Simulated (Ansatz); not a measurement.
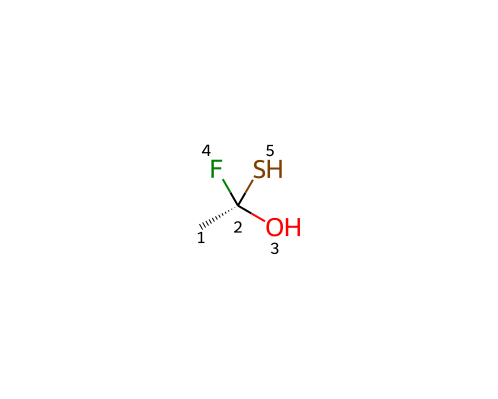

Skeletal drawing with numbered atoms; wedges and dashes mark any stereocentres. The configuration is that of a computed structure (PBE-D4/def2-SVP).

> Give the R/S and E/Z labels.

C2: S.
